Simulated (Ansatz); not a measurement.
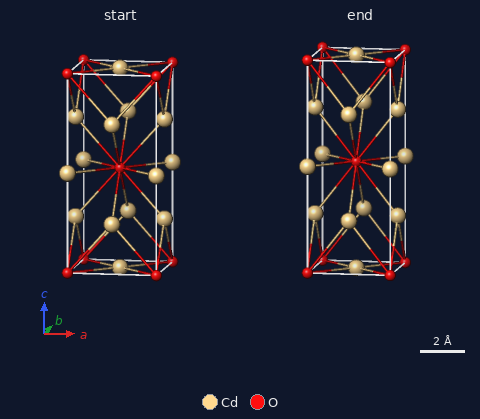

The structure of crystalline Cd3O (built on the TiAl3 (D0_22)_139 type) (coarse preliminary run) before (left) and after (right) a relaxation, at one scale.

The picture is a ball-and-stick view of the conventional cell (2 times the calculation's cell), seen slightly off an axis. Lengths and directions refer to the drawn axes.

Case: TiAl3 (D0_22) type (I4/mmm, No. 139).

These are results of Ansatz, DFT PBE, scalar-relativistic, plane waves, PAW, not measurements. Settings: plane-wave cutoff 420 eV; k-point mesh 6 × 6 × 6; occupations gaussian; smearing width 0.1 eV; no spin polarisation; cell and atoms relaxed; force threshold 0.04 eV/Å; at most 70 steps.

What changed between the two?

Answer. No atom moves by more than 0.005 Å relative to the cell. Cell: a = b 4.144 → 3.856 Å (−6.9 %), c 9.256 → 9.880 Å (+6.7 %). Volume −7.6 %. Some distances before and after: Cd–O 2.930 → 2.727 Å, Cd–Cd 2.930 → 2.727 Å, Cd–O 3.106 → 3.133 Å. The space group stays I4/mmm (No. 139). Over 5 accepted moves (6 points after the start) the energy falls by 39.8 meV per atom. All forces vanish by symmetry, so only the cell relaxes. The pressure goes from −4.86 to −0.01 GPa. The SCF was repeated once at an unchanged geometry on a basis and grid sized afresh for the cell, which shifted the energy by 0.1 meV per atom at most. The run took of the order of 60 core-seconds on a shared host.
